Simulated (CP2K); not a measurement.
Trifluoroacetic acid has these distinct C atoms: C2 (bonded to C and 2 O) and C4 (bonded to C and 3 F).

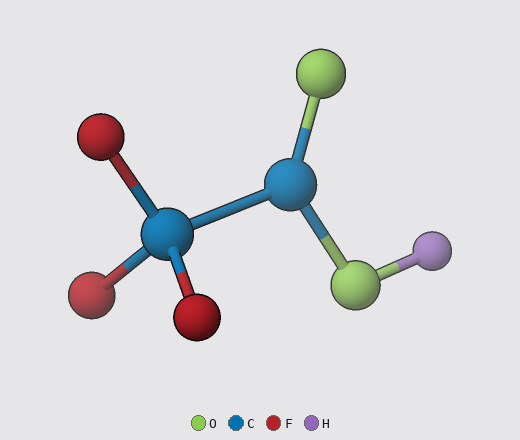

The molecule (oxygen green, carbon blue, fluorine red, hydrogen purple).

```xyz
8

O     1.2241   -0.8369    0.3761
C     0.6008    0.2890   -0.0486
O     1.1207    1.3409   -0.3501
C    -0.9314    0.0276   -0.0849
F    -1.3775   -0.3271    1.1540
F    -1.5913    1.1320   -0.4824
F    -1.2312   -0.9829   -0.9476
H     2.1859   -0.6425    0.3836
```

Their partial C K spectra (CP2K XAS_TDP, all-electron GAPW, PBEh(45%), aug-cc-pVDZ, TDA, GW2X-corrected core level, no relativity) are given in random order, each times the number of alike atoms.

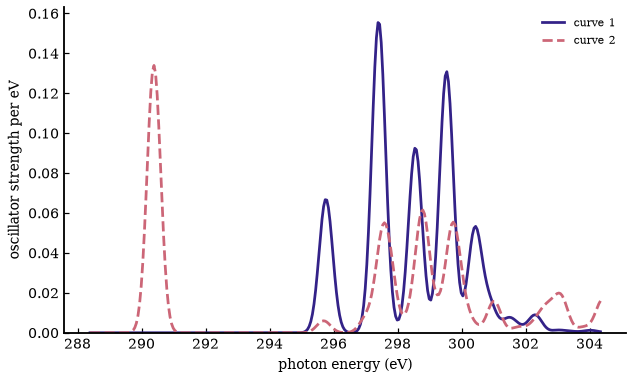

Gaussian full width 0.5 eV, oscillator strength per eV, alike atoms added, rows of zeros left out.

**Question.** Which curve belongs to which atom?

Curve 1: C4 (bonded to C and 3 F), leading line at 295.76 eV (f = 0.036 an atom), ionisation energy 300.99 eV, term value 5.23 eV. Curve 2: C2 (bonded to C and 2 O), leading line at 290.39 eV (f = 0.071 an atom), ionisation energy 298.27 eV, term value 7.88 eV. The leading line of an atom is its first one with 35 % of the strongest within 2.5 eV of its lowest line over the strength cut. A line lies at the core ionisation energy, which rises as an atom loses charge to its neighbours or to a π system, less the term value, which is large for a low π* or σ* orbital with weight on that atom.

[Banner, clock and machine lines of the logs are left out without a mark of their own.]

[Logs are printed without paths, hosts, clocks, repeated set-up lines and the standing remarks that a program may print on its own settings, such as how far it seeks lower states.]

[Hosts, paths, dates, database ids (printed as entryN), source tags and the programs' standing remarks are cut or masked in the printed files.]
